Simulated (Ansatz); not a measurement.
**CClFNSi (SMILES N#C[Si](F)Cl) (doublet): density, localisation and related maps**

Input file:

```
crystal:
  periodic: [false, false, false]
  atoms:
    - {symbol: N, position_ang: [1.372847, -1.083603, 1.488844]}
    - {symbol: C, position_ang: [0.720428, -0.610459, 0.664303]}
    - {symbol: Si, position_ang: [-0.169308, 0.069263, -0.795474]}
    - {symbol: F, position_ang: [-1.634323, -0.534374, -0.769390]}
    - {symbol: Cl, position_ang: [-0.239746, 2.085573, -0.629683]}
basis:
  gaussian: {orbitals: def2-TZVPP}
magnetization: {spin_polarized: true, initial_magnetization: 1}
hamiltonian: {xc: pbe0, dispersion: d4}
output: {orbitals: {seedname: orbitals}}
```

Run with:

```sh
ansatz run in.yaml --threads 4 --pin off --events-out ev --progress --plain --max-ram 10444MiB
```

Geometry: PBE0-D4/def2-TZVP.

These are results of UKS PBE0-D4/def2-TZVPP in Ansatz, not measurements.

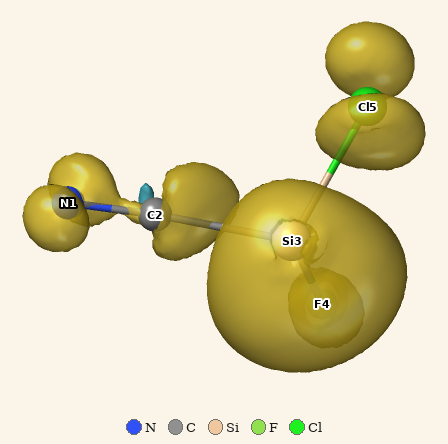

Figure 1. Isosurfaces of the spin density at +0.02 (yellow) and −0.02 e/Å³ (cyan), seen at a tilt.

Q: Which atoms carry the spin?

A: The unpaired spin (1 electron) lies mostly on Si3 (about 0.7) and Cl5 (about 0.1), in electrons by Hirshfeld's partition.

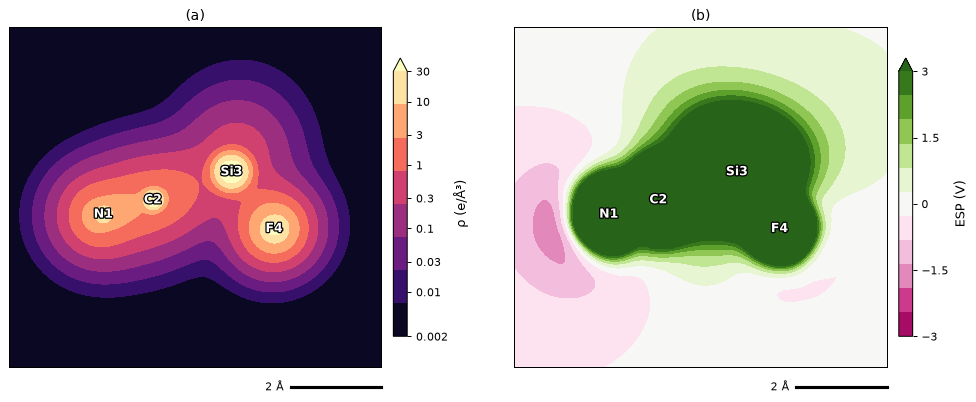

Figure 2. (a) total electron density; (b) electrostatic potential on the plane of atoms C2, Si3 and F4.

Q: Describe what can be read from this map.

A: The section cuts through N, C, Si and F sites. C–N (1.15 Å): ρ is about 3.7 e/Å³ halfway. Si–F (1.58 Å): the density is about 1.2 e/Å³ at the midpoint. C–Si (1.84 Å): ρ at the midpoint is about 0.97 e/Å³. Outside the dense part of the molecule the potential is most negative (−1.6 V) near N1.

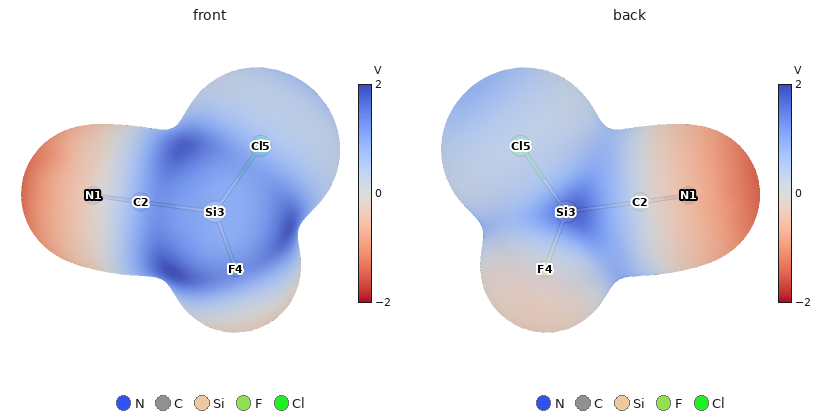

Figure 3. The electrostatic potential painted on the density surface at 0.002 e/bohr³, seen from the front and from behind; the colour scale runs from red (negative) to blue (positive).

Q: Which sites attract a positive test charge, and which a negative one?

A: A positive charge is drawn to the negative regions and a negative charge to the positive ones. The most negative region (about −1.4 V) lies over N1, the most positive (about +1.9 V) over Si3. Cl5 shows a σ-hole: about +0.8 V at the tip opposite its bond, against about +0.3 V on its flanks. N1 is the likeliest acceptor of a hydrogen bond.

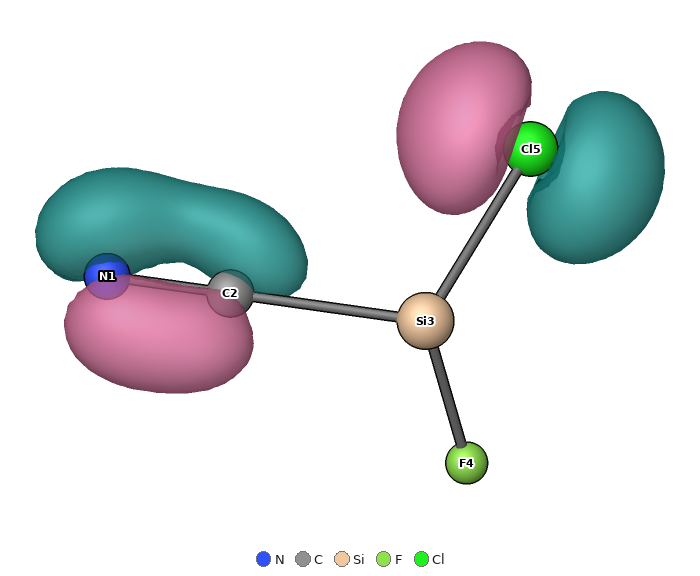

Figure 4. The HOMO−1 (α) at ±0.2 Å⁻³ᐟ² (teal and pink are the two phases), seen at a tilt.

Q: Where does this orbital lie, and at what energy?

A: By Hirshfeld shares it lies mainly on Cl5 (about 50 %), N1 (about 25 %) and C2 (about 20 %); largely a combination of lone pairs on Cl5 and N1. Its energy is −10.32 eV.
